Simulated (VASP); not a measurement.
```
CELL_PARAMETERS angstrom
      2.32421    -4.02565     0.00000
      2.32421     4.02565     0.00000
      0.00000     0.00000     7.55679
ATOMIC_POSITIONS crystal
  Mg 0.66667 0.33333 0.49974
  Mg 0.33333 0.66667 0.99974
  Te 0.66667 0.33333 0.87626
  Te 0.33333 0.66667 0.37626
```

These are revPBE GGA, VASP's PBE PAW potentials (set 64) (plane waves; VASP 6.6.1) values and carry that method's errors. Numerical set-up: 520 eV cut-off, 6×6×4 Γ-centred mesh, tetrahedra with Blöchl corrections, potentials Mg Te.

Unless said otherwise, spin-orbit coupling is left out, though it shifts the bands of the heavy elements here.

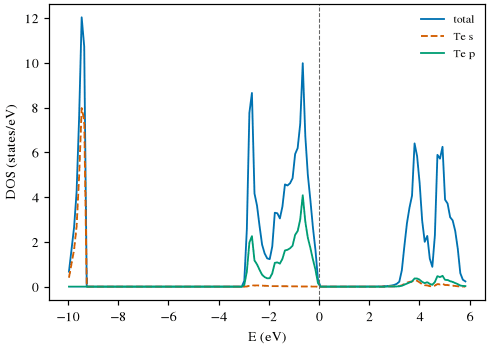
Figure. Total and projected density of states, zero at the valence-band maximum

Within 2 eV below the valence-band maximum the largest weight inside VASP's projection spheres is Te p.

The gap is direct, 2.39 eV, from the valence maximum at Γ to the conduction minimum at Γ.

The compound is MgTe in the wurtzite structure. It was relaxed first, which changed the volume by +7 %.
